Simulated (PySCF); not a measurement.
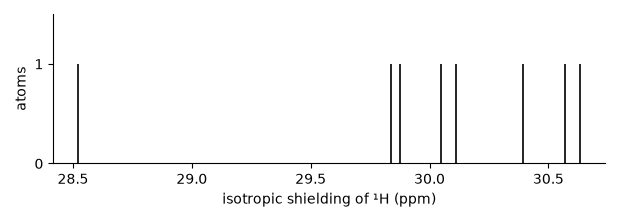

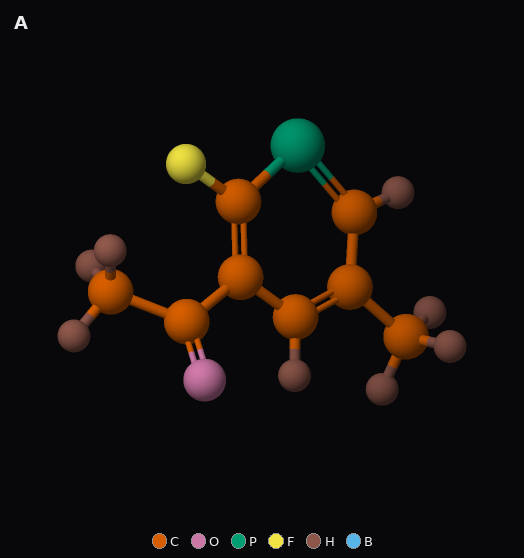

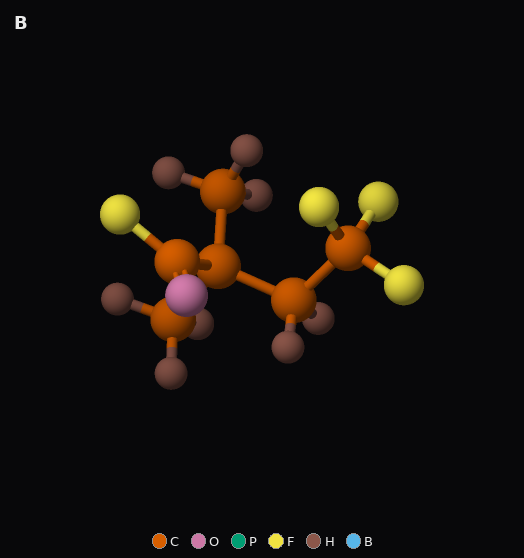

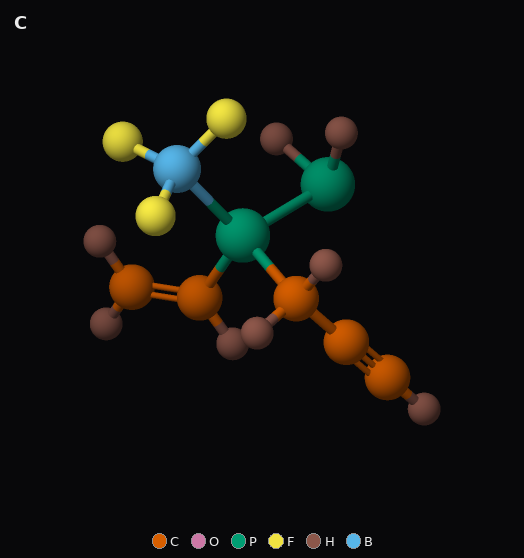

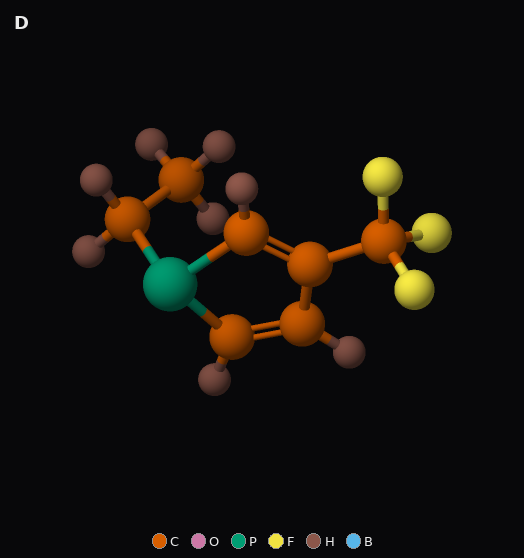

The sticks are computed shieldings of one of the molecules, for one fixed geometry (GFN2-xTB) without averaging over rotations. Low shielding means a high chemical shift. Method: GIAO PBE0/pcSseg-1 NMR shielding, non-relativistic, gas phase (PySCF 2.14.0).

**Match the spectrum to a structure.**

B, `CC(C)(CC(F)(F)F)C(=O)F`. Its 8 H atoms give lines at 28.52, 29.84, 29.88, 30.05, 30.11, 30.39, 30.57, 30.63 ppm.

The geometry is semi-empirical. Around B, P such bond lengths and angles can be off by a tenth of an ångström or more and by several degrees, and values that hang on the shape move with them.
